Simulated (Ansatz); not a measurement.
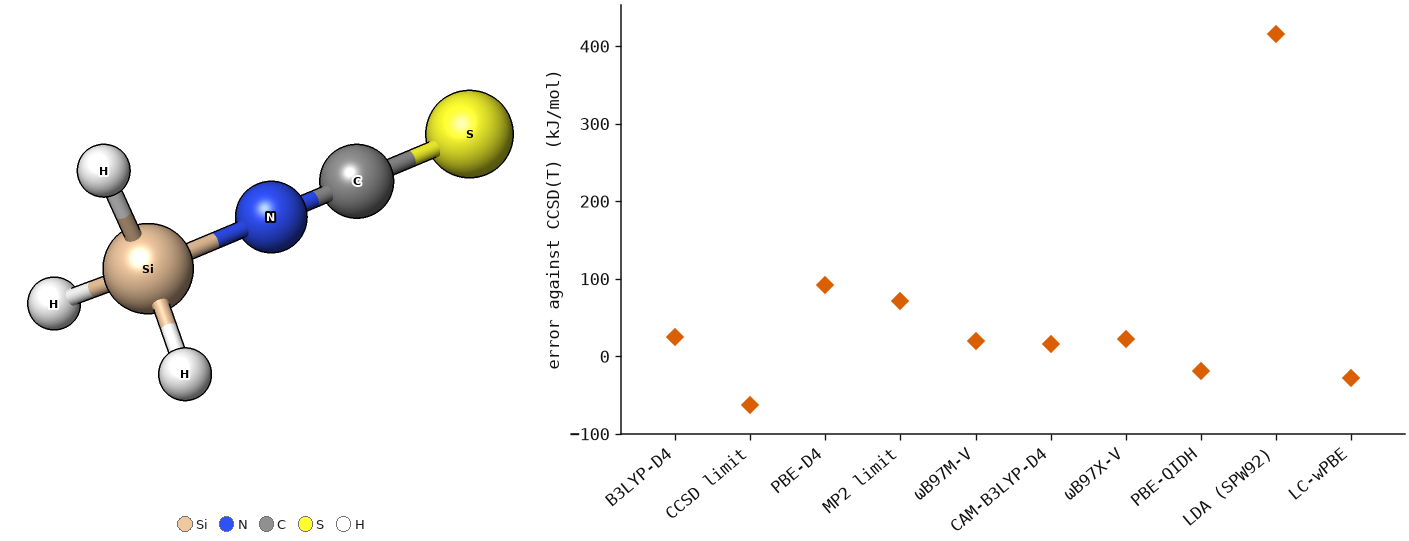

Error in the electronic atomisation energy (method less reference, so positive means overbinding) of CH₃NSSi, SMILES [SiH3]N=C=S: functionals in def2-TZVPP against frozen-core CCSD(T) at the limit (MP2 extrapolated from triple and quadruple zeta, plus CCSD(T) less MP2 in a smaller set), which gives 2563.7 kJ/mol, at a PBE0-D4/def2-TZVP geometry (a minimum by its frequencies), no zero-point or spin-orbit term, the Ansatz code 0.2.0. The reference leaves out core correlation, a term that grows with the number of heavy atoms. PBE-QIDH holds a correlation term that converges slowly with the basis, so part of the distance to the limit is basis error. No dispersion term is added to PBE-QIDH and LC-wPBE. Limit means the basis limit.

Q: What range do the values span?

A: From −62.5 kJ/mol (CCSD limit) to 415.2 kJ/mol (LDA (SPW92)).

Q: Give the values.

A:
```csv
level,kJ/mol
B3LYP-D4,24.5
CCSD limit,−62.5
PBE-D4,91.8
MP2 limit,70.9
ωB97M-V,20.0
CAM-B3LYP-D4,16.0
ωB97X-V,21.9
PBE-QIDH,−19.2
LDA (SPW92),415.2
LC-wPBE,−27.6
```
